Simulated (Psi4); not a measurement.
## Geometry relaxation, with input and output: NF$_{3}$ (part 1 of 3)

- system: NF$_{3}$
- method: PBEh-3c/def2-mSVP, RKS (Psi4 1.11)

The geometry comes from this level: GFN2-xTB.

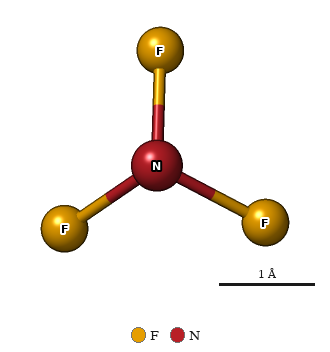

The structure as given in the input (ball-and-stick view, seen on its broad side). Bond lengths as drawn: F–N 1.36 Å.

Input (job.dat):
```
memory 1600 MB

molecule m {
  0 1
  F      0.623050    -0.000560     1.070480
  N      0.341300    -0.071640    -0.257040
  F     -0.635810    -1.014280    -0.318110
  F     -0.328540     1.086490    -0.495330
  units angstrom
}

set globals {
  geom_maxiter 60
}

E = optimize('pbeh-3c')
print_variables()
```

Launch command:
```bash
psi4 job.dat job.out -n 1
```

The program's output:
```
Psi4 1.11 release

gradient() will perform analytic gradient computation.

   => Loading Basis Set <=

    Name: DEF2-MSVP
    Role: ORBITAL
    Keyword: BASIS

   => PBEH3C: Empirical Dispersion <=

        s6 =       1.000000
        s8 =       0.000000
        a1 =       0.486000
        a2 =       4.500000

         ---------------------------------------------------------
                                   SCF
                              RKS Reference
                        1 Threads,   1525 MiB Core
         ---------------------------------------------------------

  ==> Geometry <==

    Molecular point group: c1
    Full point group: C1

    Geometry (in Angstrom), charge = 0, multiplicity = 1:

       Center              X                  Y                   Z               Mass
    ------------   -----------------  -----------------  -----------------  -----------------
         F            0.647063338885    -0.005603155233     1.052395064088    18.998403162730
         N            0.365313338885    -0.076683155233    -0.275124935912    14.003074004430
         F           -0.611796661115    -1.019323155233    -0.336194935912    18.998403162730
         F           -0.304526661115     1.081446844767    -0.513414935912    18.998403162730

  Running in c1 symmetry.

  Rotational constants: A =      0.35972  B =      0.35957  C =      0.19547 [cm^-1]
  Rotational constants: A =  10784.19363  B =  10779.73080  C =   5859.90055 [MHz]
  Nuclear repulsion =  133.948493292085743

  Charge       = 0
  Multiplicity = 1
  Electrons    = 34
  Nalpha       = 17
  Nbeta        = 17

  ==> Algorithm <==

  SCF Algorithm Type is DF.
  DIIS enabled.
  MOM disabled.
  Fractional occupation disabled.
  Guess Type is SAD.
  Energy threshold   = 1.00e-08
  Density threshold  = 1.00e-08
  Integral threshold = 1.00e-12

  ==> Primary Basis <==

  Basis Set: DEF2-MSVP
    Blend: DEF2-MSVP
    Number of shells: 28
    Number of basis functions: 60
    Number of Cartesian functions: 64
    Spherical Harmonics?: true
    Max angular momentum: 2

  ==> DFT Potential <==

   => LibXC <=

    Version 7.1.2

   => Composite Functional: PBEH3C <=

    PBE Hybrid based 3C composite method with a small basis set, gCP and D3(BJ)

    Deriv               =              1
    GGA                 =           TRUE
    Meta                =          FALSE

    Exchange Hybrid     =           TRUE
    MP2 Hybrid          =          FALSE

   => Exchange Functionals <=

    0.5800     XC_GGA_X_PBE

   => Exact (HF) Exchange <=

    0.4200               HF

   => Correlation Functionals <=

    1.0000     XC_GGA_C_PBE

   => LibXC Density Thresholds  <==

    XC_GGA_C_PBE:  1.00E-12
    XC_GGA_X_PBE:  1.00E-15

   => Molecular Quadrature <=

    Radial Scheme          =       TREUTLER
    Pruning Scheme         =           NONE
    Nuclear Scheme         =       TREUTLER

    Blocking Scheme        =         OCTREE
    BS radius alpha        =              1
    Pruning alpha          =              1
    Radial Points          =             75
    Spherical Points       =            302
    Total Points           =          85692
    Total Blocks           =            699
    Max Points             =            256
    Max Functions          =             57
    Weights Tolerance      =       1.00E-15

   => Loading Basis Set <=

    Name: (DEF2-MSVP AUX)
    Role: JKFIT
    Keyword: DF_BASIS_SCF

  ==> Integral Setup <==

  DFHelper Memory: AOs need 0.010 GiB; user supplied 0.988 GiB.
  SCF_SUBTYPE=INCORE selected. In-core MEM_DF algorithm will be used.
  Using in-core AOs.

  ==> MemDFJK: Density-Fitted J/K Matrices <==

    J tasked:                   Yes
    K tasked:                   Yes
    wK tasked:                   No
    Memory [MiB]:              1011
    Algorithm:                 Core
    Schwarz Cutoff:           1E-12
    Mask sparsity (%):       1.0000
    Fitting Condition:        1E-10

   => Auxiliary Basis Set <=

  Basis Set: (DEF2-MSVP AUX)
    Blend: DEF2-UNIVERSAL-JKFIT
    Number of shells: 100
    Number of basis functions: 308
    Number of Cartesian functions: 372
    Spherical Harmonics?: true
    Max angular momentum: 4

  Cached 100.0% of DFT collocation blocks in 0.130 [GiB].

  Minimum eigenvalue in the overlap matrix is 1.2354199371E-02.
  Reciprocal condition number of the overlap matrix is 3.3888985874E-03.
    Using symmetric orthogonalization.

  ==> Pre-Iterations <==

  SCF Guess: Superposition of Atomic Densities via on-the-fly atomic UHF (no occupation information).

   -------------------------
    Irrep   Nso     Nmo
   -------------------------
     A         60      60
   -------------------------
    Total      60      60
   -------------------------

  ==> Iterations <==

                           Total Energy        Delta E     RMS |[F,P]|

   @DF-RKS iter SAD:  -353.00255071287097   -3.53003e+02   0.00000e+00
   @DF-RKS iter   1:  -353.30211518082410   -2.99564e-01   8.30728e-03 ADIIS/DIIS
   @DF-RKS iter   2:  -353.22103580189400    8.10794e-02   1.21962e-02 ADIIS/DIIS
   @DF-RKS iter   3:  -353.39266944131197   -1.71634e-01   4.20697e-04 ADIIS/DIIS
   @DF-RKS iter   4:  -353.39293298324367   -2.63542e-04   9.63405e-05 DIIS
   @DF-RKS iter   5:  -353.39294883510530   -1.58519e-05   3.06659e-05 DIIS
   @DF-RKS iter   6:  -353.39295045308097   -1.61798e-06   3.97363e-06 DIIS
   @DF-RKS iter   7:  -353.39295052464246   -7.15615e-08   9.55390e-07 DIIS
   @DF-RKS iter   8:  -353.39295052689630   -2.25384e-09   4.23623e-07 DIIS
   @DF-RKS iter   9:  -353.39295052711242   -2.16119e-10   1.57778e-07 DIIS
   @DF-RKS iter  10:  -353.39295052715067   -3.82556e-11   1.28282e-08 DIIS
   @DF-RKS iter  11:  -353.39295052715204   -1.36424e-12   1.52544e-09 DIIS
  Energy and wave function converged.

  ==> Post-Iterations <==

   Electrons on quadrature grid:
      Ntotal   =   34.0000080268 ; deviation = 8.027e-06

    Orbital Energies [Eh]
    ---------------------

    Doubly Occupied:

       1A    -25.173278     2A    -25.173098     3A    -25.173073
       4A    -14.938765     5A     -1.511101     6A     -1.373914
       7A     -1.373869     8A     -0.913474     9A     -0.707527
      10A     -0.707504    11A     -0.667484    12A     -0.568951
      13A     -0.568922    14A     -0.521844    15A     -0.521819
      16A     -0.507793    17A     -0.407650

    Virtual:

      18A      0.087608    19A      0.088977    20A      0.089048
      21A      0.603509    22A      0.603532    23A      0.621538
      24A      0.755891    25A      0.942665    26A      0.942707
      27A      0.958156    28A      1.121193    29A      1.121294
      30A      1.122798    31A      1.170594    32A      1.170642
      33A      1.187193    34A      1.187225    35A      1.189254
      36A      1.223265    37A      1.227671    38A      1.227702
      39A      1.290292    40A      1.326359    41A      1.379601
      42A      1.379764    43A      1.635912    44A      1.636016
      45A      1.884234    46A      1.884267    47A      1.910470
      48A      1.973297    49A      2.201511    50A      2.201674
      51A      2.366258    52A      2.392737    53A      2.392758
      54A      2.953894    55A      2.954115    56A      3.210062
      57A     18.915445    58A     32.647903    59A     32.648064
      60A     33.178323

    Final Occupation by Irrep:
              A
    DOCC [    17 ]
    NA   [    17 ]
    NB   [    17 ]

  @DF-RKS Final Energy:  -353.39295052715204

   => Energetics <=

    Nuclear Repulsion Energy =            133.9484932920857432
    One-Electron Energy =                -757.5087624221969236
    Two-Electron Energy =                 292.2975521289577046
    DFT Exchange-Correlation Energy =     -22.1471275229906404
    Empirical Dispersion Energy =           0.0168939969921077
    VV10 Nonlocal Energy =                  0.0000000000000000
    Total Energy =                       -353.3929505271520384

Computation Completed

Properties will be evaluated at   0.000000,   0.000000,   0.000000 [a0]

Properties computed using the SCF density matrix

 Multipole Moments:

 ------------------------------------------------------------------------------------
     Multipole            Electronic (a.u.)      Nuclear  (a.u.)        Total (a.u.)
 ------------------------------------------------------------------------------------

 L = 1.  Multiply by 2.5417464519 to convert [e a0] to [Debye]
 Dipole X            :         -0.2180295            0.2529465            0.0349170
 Dipole Y            :          0.0458760           -0.0530962           -0.0072202
 Dipole Z            :          0.1643916           -0.1904992           -0.0261075
 Magnitude           :                                                    0.0441920

 ------------------------------------------------------------------------------------

	total time  =          4 seconds =       0.07 minutes

         ------------------------------------------------------------
                                   SCF GRAD
         ------------------------------------------------------------

  ==> Geometry <==

    Molecular point group: c1
    Full point group: C1

    Geometry (in Angstrom), charge = 0, multiplicity = 1:

       Center              X                  Y                   Z               Mass
    ------------   -----------------  -----------------  -----------------  -----------------
         F            0.647063338885    -0.005603155233     1.052395064088    18.998403162730
         N            0.365313338885    -0.076683155233    -0.275124935912    14.003074004430
         F           -0.611796661115    -1.019323155233    -0.336194935912    18.998403162730
         F           -0.304526661115     1.081446844767    -0.513414935912    18.998403162730

  Nuclear repulsion =  133.948493292085743

  ==> Basis Set <==

  Basis Set: DEF2-MSVP
    Blend: DEF2-MSVP
    Number of shells: 28
    Number of basis functions: 60
    Number of Cartesian functions: 64
    Spherical Harmonics?: true
    Max angular momentum: 2

  ==> DFJKGrad: Density-Fitted SCF Gradients <==

    Gradient:                    1
    J tasked:                  Yes
    K tasked:                  Yes
    wK tasked:                  No
    Integrals threads:           1
    Memory [MiB]:             1144
    Schwarz Cutoff:          1E-12
    Fitting Condition:       1E-10

   => Auxiliary Basis Set <=

  Basis Set: (DEF2-MSVP AUX)
    Blend: DEF2-UNIVERSAL-JKFIT
    Number of shells: 100
    Number of basis functions: 308
    Number of Cartesian functions: 372
    Spherical Harmonics?: true
    Max angular momentum: 4

   => Molecular Quadrature <=

    Radial Scheme          =       TREUTLER
    Pruning Scheme         =           NONE
    Nuclear Scheme         =       TREUTLER

    Blocking Scheme        =         OCTREE
    BS radius alpha        =              1
    Pruning alpha          =              1
    Radial Points          =             75
    Spherical Points       =            302
    Total Points           =          85692
    Total Blocks           =            699
    Max Points             =            256
    Max Functions          =             57
    Weights Tolerance      =       1.00E-15

  -Total Gradient:
     Atom            X                  Y                   Z
    ------   -----------------  -----------------  -----------------
       1        0.006850023207    -0.000486577433     0.005735426550
       2       -0.004587394603     0.000977527005     0.003522913635
       3       -0.002171373138    -0.007616651438    -0.004086874938
       4        0.000005287807     0.006993237647    -0.005232803520

	total time  =          0 seconds =       0.00 minutes

    			-----------------------------------------

    			 OPTKING 3.0: for geometry optimizations

    			        with contributions from

    			-----------------------------------------

	                            ===> Fragment 1 <==

	 Z (Atomic Numbers)          Masses                          Geom
	       9.000000            18.998403          1.22277250 -0.01058843  1.98873845
	       7.000000            14.003074          0.69034216 -0.14491016 -0.51991078
	       9.000000            18.998403         -1.15612813 -1.92624160 -0.63531635
	       9.000000            18.998403         -0.57547199  2.04363836 -0.97021362

	 - Coordinate -           - BOHR/RAD -       - ANG/DEG -
	 R(1,2)           =         2.568043           1.358950
	 R(2,3)           =         2.568251           1.359060
	 R(2,4)           =         2.568035           1.358945
	 B(1,2,3)         =         1.802089         103.252115
	 B(1,2,4)         =         1.801757         103.233076
	 B(3,2,4)         =         1.801681         103.228724
	 O(1,2,3,4)       =        -1.192961         -68.351641
	 O(3,2,1,4)       =         1.193006          68.354220
	 O(4,2,1,3)       =        -1.193203         -68.365513

	        --- Internal Coordinate Step in ANG or DEG, aJ/ANG or AJ/DEG ---
	-------------------------------------------------------------------------------
	           Coordinate      Previous         Force          Change          New
	           ----------      --------        ------          ------        ------
	               R(1,2)       1.35895       -0.05788       -0.00698       1.35197
	               R(2,3)       1.35906       -0.05783       -0.00698       1.35208
	               R(2,4)       1.35895       -0.05683       -0.00685       1.35209
	             B(1,2,3)     103.25212       -0.00020       -1.18554     102.06657
	             B(1,2,4)     103.23308       -0.00019       -1.15252     102.08056
	             B(3,2,4)     103.22872       -0.00018       -1.11130     102.11742
	           O(1,2,3,4)     -68.35164       -0.00037       -2.21006     -70.56170
	           O(3,2,1,4)      68.35422        0.00037        2.18510      70.53932
	           O(4,2,1,3)     -68.36551       -0.00036       -2.16534     -70.53085
	-------------------------------------------------------------------------------

	                                 ==> Convergence Check <==
```
